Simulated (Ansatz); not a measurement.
# Run report: CH7MoN3O, molecular dynamics

CH7MoN3O, SMILES C[N]=[Mo]([NH2])([NH2])=[O], computed with RKS PBE-d4/def2-SVP (Ansatz 0.2.0).

The geometry comes from this level: PBE0-D4/def2-TZVP.

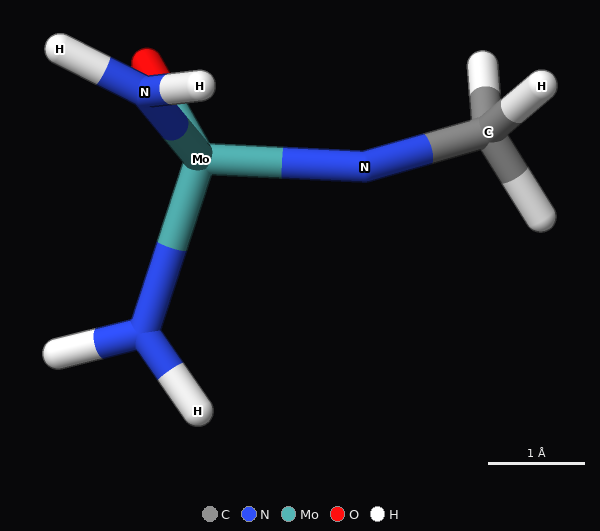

Figure 1. The starting structure (stick view, seen at a tilt). Sticks mark near contacts. Bond lengths as drawn: C–H 1.10 Å, C–N 1.42 Å, H–N 1.01 Å, Mo–N 1.73 to 1.94 Å and Mo–O 1.69 Å.

Input file:
```yaml
crystal:
  periodic: [false, false, false]
  atoms:
    - {symbol: C, position_ang: [-1.228623, -1.634715, -1.125634]}
    - {symbol: N, position_ang: [-0.316265, -0.765917, -0.469513]}
    - {symbol: Mo, position_ang: [0.033892, 0.703188, 0.378856]}
    - {symbol: N, position_ang: [0.737089, 0.155275, 2.106626]}
    - {symbol: N, position_ang: [1.353780, 1.632070, -0.705196]}
    - {symbol: O, position_ang: [-1.319744, 1.690081, 0.600188]}
    - {symbol: H, position_ang: [-1.245380, -2.608136, -0.622948]}
    - {symbol: H, position_ang: [-0.906084, -1.804723, -2.158875]}
    - {symbol: H, position_ang: [-2.247538, -1.232307, -1.140172]}
    - {symbol: H, position_ang: [0.729523, 0.756831, 2.916232]}
    - {symbol: H, position_ang: [1.042969, -0.774909, 2.340229]}
    - {symbol: H, position_ang: [1.877386, 1.221670, -1.460691]}
    - {symbol: H, position_ang: [1.509497, 2.626792, -0.644302]}
basis:
  gaussian: {orbitals: def2-SVP}
hamiltonian: {xc: {name: PBE}, dispersion: d4}
md: {timestep: 2 fs, n_steps: 30, ensemble: nve, temperature: 500, initial_velocities: maxwell_boltzmann, seed: 121}
```

Launch command:
```bash
ansatz run in.yaml --threads 4 --pin off --events-out ev --progress --plain --max-ram 11315MiB
```

The program's output:
```
Functional definition: PBE
  name "PBE"
  cite "Perdew, Burke & Ernzerhof, Phys. Rev. Lett. 77, 3865 (1996) doi:10.1103/PhysRevLett.77.3865"
  parent pbe
  parameter kappa = 0.804
  parameter beta = 0.06672455060314922
  exchange = pbe_x(kappa = kappa, mu = beta*pi^2/3)
  correlation = pbe_c(beta = beta)
1526 factors; their error is unknown
mean field evaluation 1: about -9484.6145 eV, gradient 1.2e2 eV
mean field evaluation 2: about -9272.8786 eV, gradient 3.1e2 eV
mean field evaluation 4: about -9512.0016 eV, gradient 3.0e1 eV
mean field evaluation 8: about -9513.7569 eV, gradient 3.1e0 eV
mean field evaluation 16: about -9513.7119 eV, gradient 4.0e-2 eV
mean field -9513.71191802 eV, -349.6224643618 hartree, gradient 2.2e-5 eV, S^2 0.000000; 0 other end points of the search recorded, 0 dependent functions left out
the calculation of the forces begins
reference -9513.71199438 eV, -349.6224671679 hartree; 28, 28 occupied and 108, 108 virtual orbitals, 1526 factors
md step     0: t =     0.00 fs  T =   500.0 K  F+E_penalty+E_count = -9514.03909013 eV  E_kin = 0.710930 eV  conserved = -9513.32816014 eV  (36 SCF iters)
these checks for a lower state are left out or cut short: starts, cluster_reference, orbital_swaps, neighbouring_geometries, increment
1526 factors; their error is unknown
mean field -9513.31191134 eV, -349.6077643872 hartree, gradient 1.4e-5 eV, S^2 0.000000; 0 other end points of the search recorded, 0 dependent functions left out
the calculation of the forces begins
reference -9513.31198736 eV, -349.6077671811 hartree; 28, 28 occupied and 108, 108 virtual orbitals, 1526 factors
md step     1: t =     2.00 fs  T =   333.1 K  F+E_penalty+E_count = -9513.63606574 eV  E_kin = 0.473631 eV  conserved = -9513.16243452 eV  (36 SCF iters, 17 dispersion substeps)
[... from here on the SCF iterations and repeated set-up lines of each step are left out, up to the last step ...]
md step     2: t =     4.00 fs  T =   273.9 K  F+E_penalty+E_count = -9513.56231045 eV  E_kin = 0.389434 eV  conserved = -9513.17287633 eV  (36 SCF iters, 17 dispersion substeps)
md step     3: t =     6.00 fs  T =   367.3 K  F+E_penalty+E_count = -9513.78463296 eV  E_kin = 0.522265 eV  conserved = -9513.26236803 eV  (37 SCF iters, 17 dispersion substeps)
md step     4: t =     8.00 fs  T =   273.1 K  F+E_penalty+E_count = -9513.55201728 eV  E_kin = 0.388307 eV  conserved = -9513.16371043 eV  (36 SCF iters, 17 dispersion substeps)
md step     5: t =    10.00 fs  T =   383.8 K  F+E_penalty+E_count = -9513.72038162 eV  E_kin = 0.545688 eV  conserved = -9513.17469366 eV  (35 SCF iters, 17 dispersion substeps)
md step     6: t =    12.00 fs  T =   360.8 K  F+E_penalty+E_count = -9513.64658479 eV  E_kin = 0.513003 eV  conserved = -9513.13358149 eV  (35 SCF iters, 17 dispersion substeps)
md step     7: t =    14.00 fs  T =   365.4 K  F+E_penalty+E_count = -9513.69864049 eV  E_kin = 0.519554 eV  conserved = -9513.17908601 eV  (35 SCF iters, 17 dispersion substeps)
md step     8: t =    16.00 fs  T =   235.8 K  F+E_penalty+E_count = -9513.39920832 eV  E_kin = 0.335328 eV  conserved = -9513.06388039 eV  (36 SCF iters, 17 dispersion substeps)
md step     9: t =    18.00 fs  T =   355.0 K  F+E_penalty+E_count = -9513.78637089 eV  E_kin = 0.504761 eV  conserved = -9513.28161036 eV  (35 SCF iters, 17 dispersion substeps)
md step    10: t =    20.00 fs  T =   157.9 K  F+E_penalty+E_count = -9513.31571800 eV  E_kin = 0.224536 eV  conserved = -9513.09118194 eV  (34 SCF iters, 17 dispersion substeps)
md step    11: t =    22.00 fs  T =   321.2 K  F+E_penalty+E_count = -9513.67824645 eV  E_kin = 0.456770 eV  conserved = -9513.22147685 eV  (35 SCF iters, 17 dispersion substeps)
md step    12: t =    24.00 fs  T =   288.6 K  F+E_penalty+E_count = -9513.63035982 eV  E_kin = 0.410339 eV  conserved = -9513.22002123 eV  (36 SCF iters, 17 dispersion substeps)
md step    13: t =    26.00 fs  T =   257.8 K  F+E_penalty+E_count = -9513.52156070 eV  E_kin = 0.366536 eV  conserved = -9513.15502491 eV  (35 SCF iters, 17 dispersion substeps)
md step    14: t =    28.00 fs  T =   391.3 K  F+E_penalty+E_count = -9513.75020733 eV  E_kin = 0.556319 eV  conserved = -9513.19388810 eV  (37 SCF iters, 17 dispersion substeps)
md step    15: t =    30.00 fs  T =   211.1 K  F+E_penalty+E_count = -9513.40968754 eV  E_kin = 0.300172 eV  conserved = -9513.10951552 eV  (36 SCF iters, 17 dispersion substeps)
md step    16: t =    32.00 fs  T =   331.9 K  F+E_penalty+E_count = -9513.71275144 eV  E_kin = 0.471883 eV  conserved = -9513.24086794 eV  (35 SCF iters, 17 dispersion substeps)
md step    17: t =    34.00 fs  T =   226.9 K  F+E_penalty+E_count = -9513.40140195 eV  E_kin = 0.322585 eV  conserved = -9513.07881647 eV  (37 SCF iters, 17 dispersion substeps)
md step    18: t =    36.00 fs  T =   306.2 K  F+E_penalty+E_count = -9513.65840788 eV  E_kin = 0.435421 eV  conserved = -9513.22298669 eV  (35 SCF iters, 17 dispersion substeps)
md step    19: t =    38.00 fs  T =   270.3 K  F+E_penalty+E_count = -9513.53921448 eV  E_kin = 0.384326 eV  conserved = -9513.15488819 eV  (35 SCF iters, 17 dispersion substeps)
md step    20: t =    40.00 fs  T =   358.6 K  F+E_penalty+E_count = -9513.72692158 eV  E_kin = 0.509946 eV  conserved = -9513.21697531 eV  (39 SCF iters, 17 dispersion substeps)
md step    21: t =    42.00 fs  T =   266.7 K  F+E_penalty+E_count = -9513.55795411 eV  E_kin = 0.379140 eV  conserved = -9513.17881368 eV  (36 SCF iters, 17 dispersion substeps)
md step    22: t =    44.00 fs  T =   274.6 K  F+E_penalty+E_count = -9513.59310384 eV  E_kin = 0.390375 eV  conserved = -9513.20272873 eV  (34 SCF iters, 17 dispersion substeps)
md step    23: t =    46.00 fs  T =   271.8 K  F+E_penalty+E_count = -9513.59128966 eV  E_kin = 0.386425 eV  conserved = -9513.20486489 eV  (36 SCF iters, 17 dispersion substeps)
md step    24: t =    48.00 fs  T =   185.5 K  F+E_penalty+E_count = -9513.39746554 eV  E_kin = 0.263778 eV  conserved = -9513.13368753 eV  (35 SCF iters, 17 dispersion substeps)
md step    25: t =    50.00 fs  T =   384.9 K  F+E_penalty+E_count = -9513.81189475 eV  E_kin = 0.547210 eV  conserved = -9513.26468477 eV  (35 SCF iters, 17 dispersion substeps)
md step    26: t =    52.00 fs  T =   242.8 K  F+E_penalty+E_count = -9513.40637910 eV  E_kin = 0.345175 eV  conserved = -9513.06120389 eV  (35 SCF iters, 17 dispersion substeps)
md step    27: t =    54.00 fs  T =   347.4 K  F+E_penalty+E_count = -9513.73708300 eV  E_kin = 0.493935 eV  conserved = -9513.24314777 eV  (35 SCF iters, 17 dispersion substeps)
md step    28: t =    56.00 fs  T =   206.2 K  F+E_penalty+E_count = -9513.43604553 eV  E_kin = 0.293198 eV  conserved = -9513.14284763 eV  (36 SCF iters, 17 dispersion substeps)
md step    29: t =    58.00 fs  T =   258.0 K  F+E_penalty+E_count = -9513.53963882 eV  E_kin = 0.366907 eV  conserved = -9513.17273167 eV  (36 SCF iters, 17 dispersion substeps)
these checks for a lower state are left out or cut short: starts, cluster_reference, orbital_swaps, neighbouring_geometries, increment
1526 factors; their error is unknown
mean field evaluation 256: about -9513.0618 eV, gradient 8.9e0 eV
mean field -9513.17961988 eV, -349.6029027659 hartree, gradient 1.0e-5 eV, S^2 0.000000; 0 other end points of the search recorded, 0 dependent functions left out
the calculation of the forces begins
reference -9513.17969406 eV, -349.6029054919 hartree; 28, 28 occupied and 108, 108 virtual orbitals, 1526 factors
1526 factors; their error is unknown
mean field -9513.17961988 eV, -349.6029027659 hartree, gradient 2.0e-5 eV, S^2 0.000000; 1 other end points of the search recorded, 0 dependent functions left out
the calculation of the forces begins
reference -9513.17969406 eV, -349.6029054919 hartree; 28, 28 occupied and 108, 108 virtual orbitals, 1526 factors
md step    30: t =    60.00 fs  T =   233.2 K  F+E_penalty+E_count = -9513.50367240 eV  E_kin = 0.331518 eV  conserved = -9513.17215409 eV  (36 SCF iters, 17 dispersion substeps)
```

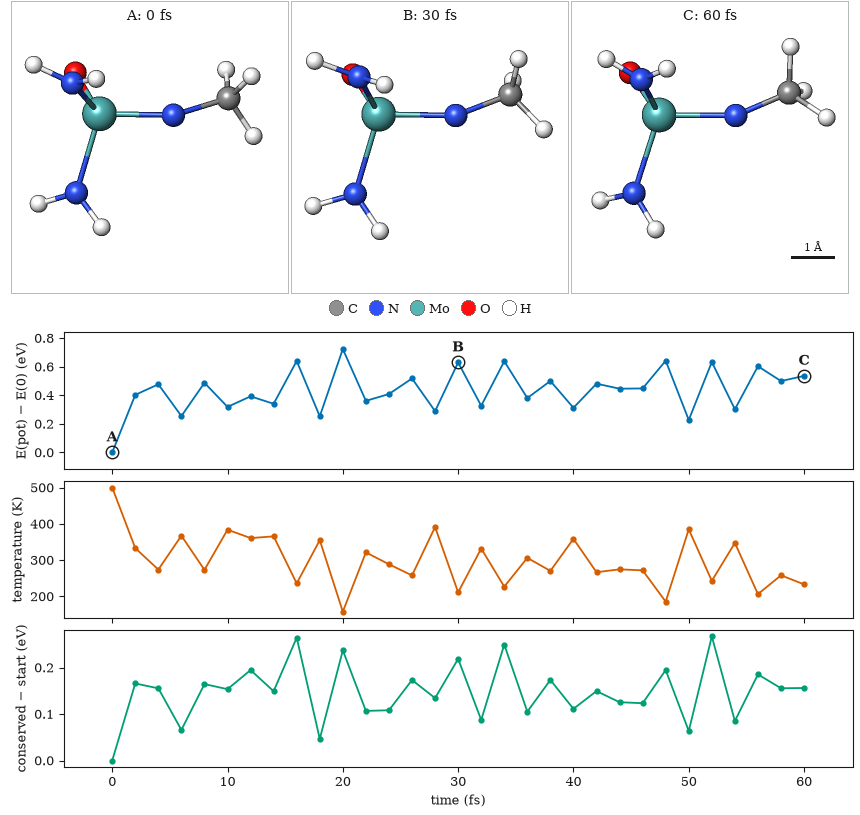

Figure 2. Frames of the molecular dynamics (ball-and-stick, seen at a tilt) above the curves, on which the letters mark them. The trajectory kept here has 31 frames over 60 fs. The temperature starts at 500 K, ranges from 158 to 500 K and averages 273 K over the second half. The potential energy ends 0.535 eV above its first value. The conserved quantity stays within 0.27 eV. After an unweighted best fit of the last frame on the first, the root-mean-square displacement is 0.45 Å, and H7 has moved furthest (0.96 Å).

```
Total energy: -9513.50374658 eV, -349.6148142023 hartree
Atom 0 at    -1.089460    -1.593168    -1.307883 Å, force    -1.315068    -2.700723    -1.748689 eV/Å
Atom 1 at    -0.359763    -0.826644    -0.444623 Å, force     1.161669     2.106465     1.718915 eV/Å
Atom 2 at     0.024735     0.699816     0.422191 Å, force    -0.558900    -1.293357    -1.325497 eV/Å
Atom 3 at     0.733331     0.228332     2.165966 Å, force    -0.115790     0.435023    -0.427566 eV/Å
Atom 4 at     1.279363     1.465384    -0.875023 Å, force    -1.051331    -3.137769     1.689844 eV/Å
Atom 5 at    -1.257150     1.820074     0.629700 Å, force     0.095267    -0.188425    -0.038817 eV/Å
Atom 6 at    -0.562469    -2.658440    -1.590565 Å, force    -0.979541     1.921052     0.648486 eV/Å
Atom 7 at    -1.219424    -1.058870    -2.308747 Å, force    -0.038871    -0.394717     0.572767 eV/Å
Atom 8 at    -2.167097    -1.840043    -0.917971 Å, force     1.303048     0.238419    -0.507247 eV/Å
Atom 9 at     0.503507     0.816983     2.955519 Å, force     0.010353     0.358305     0.546564 eV/Å
Atom 10 at     1.112754    -0.653182     2.461013 Å, force     0.343026    -0.760191     0.231078 eV/Å
Atom 11 at     1.637814     1.078779    -1.707996 Å, force     0.622477    -0.972089    -1.362579 eV/Å
Atom 12 at     1.365924     2.407560    -0.894154 Å, force     0.523660     4.388007     0.002743 eV/Å
Dipole moment:     0.363591    -0.223575    -0.057529 e Å
```

Trajectory as extended XYZ (Å, eV, eV/Å), 8 of the 31 frames kept, from step=0 to step=30:
```
13
Properties=species:S:1:pos:R:3:forces:R:3 step=0 time_fs=0.0 energy=-9514.03909 temperature=500.0
C    -1.2286   -1.6347   -1.1256    0.2735   0.2520   0.1920
N    -0.3163   -0.7659   -0.4695   -0.0104  -0.7160  -0.3772
Mo    0.0339    0.7032    0.3789    0.8482   0.1134   0.2431
N     0.7371    0.1553    2.1066   -0.1317   0.1218  -0.4061
N     1.3538    1.6321   -0.7052   -0.2785  -0.2273   0.2618
O    -1.3197    1.6901    0.6002   -1.0194   0.7665   0.1790
H    -1.2454   -2.6081   -0.6229   -0.0457  -0.5316   0.2197
H    -0.9061   -1.8047   -2.1589    0.1240  -0.1296  -0.5484
H    -2.2475   -1.2323   -1.1402   -0.5734   0.1711  -0.0371
H     0.7295    0.7568    2.9162    0.0203   0.4036   0.5747
H     1.0430   -0.7749    2.3402    0.2471  -0.6474   0.1984
H     1.8774    1.2217   -1.4607    0.4076  -0.2637  -0.5330
H     1.5095    2.6268   -0.6443    0.1386   0.6872   0.0332
13
Properties=species:S:1:pos:R:3:forces:R:3 step=4 time_fs=8.0 energy=-9513.55202 temperature=273.1
C    -1.2063   -1.6227   -1.1729    1.5369  -3.0751   0.7097
N    -0.3435   -0.8145   -0.4851    2.1359   2.9653   1.7824
Mo    0.0422    0.7095    0.3915   -1.1095  -1.4308  -1.3885
N     0.7043    0.1622    2.1277    0.0952  -0.9476  -0.8742
N     1.3358    1.6076   -0.7799   -2.0722  -3.2416   1.0540
O    -1.3374    1.7093    0.6227    0.4153  -0.0440  -0.0613
H    -1.1077   -2.6844   -0.7084   -0.3922   0.8950  -0.6867
H    -0.9371   -1.7224   -2.2191    0.2097  -0.0716  -0.9750
H    -2.1832   -1.2956   -1.0730   -3.0341   0.6940   0.0543
H     0.8097    0.7832    2.8924    0.0971   1.0930   1.2539
H     1.0082   -0.7716    2.3982    0.0634  -0.2271  -0.0492
H     1.9449    1.2255   -1.4451    1.1985  -1.0660  -1.4411
H     1.5295    2.5222   -0.6499    0.8561   4.4564   0.6217
13
Properties=species:S:1:pos:R:3:forces:R:3 step=9 time_fs=18.0 energy=-9513.78637 temperature=355.0
C    -1.2163   -1.6667   -1.2368    1.2554  -0.5741   1.3264
N    -0.2998   -0.7653   -0.4417   -1.6528  -2.2577  -1.4609
Mo    0.0444    0.7092    0.3979   -0.6163   1.0956   0.1389
N     0.6809    0.1615    2.1716   -0.2652   1.8728  -0.6520
N     1.3131    1.5814   -0.8564   -0.4819   0.1721   1.0052
O    -1.3390    1.7302    0.6467    0.8550  -0.4602  -0.2864
H    -1.0963   -2.8021   -0.9710    0.1908   1.6381  -0.1816
H    -1.0052   -1.5630   -2.3129    0.2849   0.0791  -0.2302
H    -2.2898   -1.4596   -1.1131   -0.2621   0.4069   0.3200
H     0.8714    0.8540    2.9089   -0.1241  -0.1913  -0.0618
H     0.9719   -0.7441    2.4315    0.5627  -1.6183   0.4922
H     1.9990    1.1309   -1.4483    0.2363  -0.3311  -0.3383
H     1.5861    2.5526   -0.6844    0.0174   0.1682  -0.0717
13
Properties=species:S:1:pos:R:3:forces:R:3 step=13 time_fs=26.0 energy=-9513.52156 temperature=257.8
C    -1.1837   -1.6631   -1.2525   -1.2026   1.0993   0.2091
N    -0.3206   -0.7966   -0.4535   -0.5230  -0.2012  -0.0471
Mo    0.0411    0.7131    0.4020    0.0345  -0.9135  -0.3679
N     0.6734    0.1696    2.1974   -0.3022   1.0048  -1.2900
N     1.2960    1.5705   -0.8874   -2.6188  -2.8145   1.4630
O    -1.3070    1.7304    0.6550   -0.0386   0.1813  -0.1740
H    -0.9160   -2.7652   -1.1016   -0.4040   0.9335  -0.0506
H    -0.9736   -1.3833   -2.3465   -0.3676  -0.4475   0.8683
H    -2.3831   -1.4358   -1.0327    2.6292  -0.7245  -0.4818
H     0.8591    0.8362    2.9351   -0.0325   0.4635   0.4463
H     0.9768   -0.7356    2.4743    0.4202  -1.3004   0.2658
H     1.9291    1.0430   -1.4202    1.2340  -1.1667  -1.2178
H     1.5956    2.4673   -0.7898    1.1714   3.8859   0.3766
13
Properties=species:S:1:pos:R:3:forces:R:3 step=17 time_fs=34.0 energy=-9513.40140 temperature=226.9
C    -1.1301   -1.6141   -1.2557   -3.2691   1.0542  -0.9479
N    -0.3548   -0.8282   -0.4606    1.9033   3.0817   2.0581
Mo    0.0377    0.7112    0.4038    0.2258  -2.3062  -0.6338
N     0.6743    0.1847    2.2033   -0.1188  -0.1966  -1.5093
N     1.2731    1.5521   -0.8903   -3.1018  -4.1837   1.7557
O    -1.2772    1.7388    0.6570   -0.7166   0.6934  -0.0380
H    -0.8347   -2.6184   -1.1937    0.5633  -2.4534   0.1303
H    -1.0301   -1.3316   -2.3418   -0.1768   0.0144   0.2624
H    -2.2715   -1.5605   -0.9589    1.3861  -0.1246  -0.6116
H     0.7780    0.8215    2.9657    0.0292   0.8492   0.8858
H     0.9936   -0.7355    2.4768    0.1686  -0.5085   0.0339
H     1.8431    0.9779   -1.4352    1.3173  -1.5294  -1.4403
H     1.5967    2.4192   -0.9083    1.7894   5.6095   0.0548
13
Properties=species:S:1:pos:R:3:forces:R:3 step=21 time_fs=42.0 energy=-9513.55795 temperature=266.7
C    -1.1289   -1.6032   -1.2871    3.9980  -0.0970   0.2258
N    -0.3316   -0.7650   -0.4067   -0.9447  -2.0499  -1.7261
Mo    0.0357    0.6977    0.4033    0.2262   1.6294   1.3279
N     0.6818    0.2041    2.1901    0.3094  -1.1783  -1.1856
N     1.2560    1.5250   -0.8801   -1.1726  -2.6458   0.9516
O    -1.2723    1.7711    0.6568   -0.2612   0.0870  -0.1824
H    -0.7747   -2.6522   -1.2874    0.4176  -0.1115  -0.0204
H    -1.1290   -1.2651   -2.3145    0.2908   0.5210  -0.9055
H    -2.0950   -1.6830   -1.0134   -4.2917   0.0371   1.4541
H     0.6556    0.8182    2.9744    0.0083   0.7725   1.0217
H     1.0196   -0.7366    2.4440   -0.0979   0.3700  -0.0131
H     1.7587    0.9303   -1.5042    0.6001  -0.6793  -0.8105
H     1.5486    2.4326   -0.9758    0.9175   3.3449  -0.1376
13
Properties=species:S:1:pos:R:3:forces:R:3 step=26 time_fs=52.0 energy=-9513.40638 temperature=242.8
C    -1.1142   -1.6018   -1.2960    4.2677  -0.4256  -0.8865
N    -0.3473   -0.7907   -0.4267    0.2501   0.2983   0.4103
Mo    0.0336    0.6942    0.4132   -1.2754   0.8651  -0.1472
N     0.7039    0.2199    2.1649   -0.3215   1.2672  -0.3199
N     1.2622    1.4884   -0.8760   -1.8230  -3.5770   2.4915
O    -1.2757    1.8124    0.6469    0.6743  -0.7207  -0.2369
H    -0.5822   -2.6027   -1.4233   -0.6732   0.5409  -0.0312
H    -1.1287   -1.0885   -2.2577   -0.1575   0.0621  -0.8516
H    -2.0660   -1.7061   -0.9641   -3.8408  -0.6811   1.2669
H     0.5350    0.8025    2.9791    0.0049   0.3634   0.2790
H     1.0521   -0.6560    2.4452    0.7143  -1.7780   0.4861
H     1.6603    0.9991   -1.6066    1.2401  -1.5723  -2.1871
H     1.4180    2.4031   -0.9498    0.9400   5.3576  -0.2734
13
Properties=species:S:1:pos:R:3:forces:R:3 step=30 time_fs=60.0 energy=-9513.50367 temperature=233.2
C    -1.0895   -1.5932   -1.3079   -1.3151  -2.7007  -1.7487
N    -0.3598   -0.8266   -0.4446    1.1617   2.1065   1.7189
Mo    0.0247    0.6998    0.4222   -0.5589  -1.2934  -1.3255
N     0.7333    0.2283    2.1660   -0.1158   0.4350  -0.4276
N     1.2794    1.4654   -0.8750   -1.0513  -3.1378   1.6898
O    -1.2571    1.8201    0.6297    0.0953  -0.1884  -0.0388
H    -0.5625   -2.6584   -1.5906   -0.9795   1.9211   0.6485
H    -1.2194   -1.0589   -2.3087   -0.0389  -0.3947   0.5728
H    -2.1671   -1.8400   -0.9180    1.3030   0.2384  -0.5072
H     0.5035    0.8170    2.9555    0.0104   0.3583   0.5466
H     1.1128   -0.6532    2.4610    0.3430  -0.7602   0.2311
H     1.6378    1.0788   -1.7080    0.6225  -0.9721  -1.3626
H     1.3659    2.4076   -0.8942    0.5237   4.3880   0.0027
```

Summary:

```tsv
quantity	value
outcome	finished
mean temperature over the second half	273 K
trajectory	30 steps, 60 fs
ensemble	nve
temperature in the input	500 K
time step	2 fs
potential energy (last step)	−9513.5037 eV
mean-field energy (last step)	−9513.1797 eV
dispersion energy (last step)	−0.3241 eV
SCF solution under orbital rotations (last step)	stable
largest force (length of the vector) (last step)	4.419 eV/Å
dipole moment (last step)	2.07 D
hardware	4 threads of Arm Neoverse V1, 23 GiB of memory available, shared host
wall time	61 s (CPU time 3.9 min)
peak memory	0.2 GiB
```

Remarks:

So short a trajectory is not equilibrated.
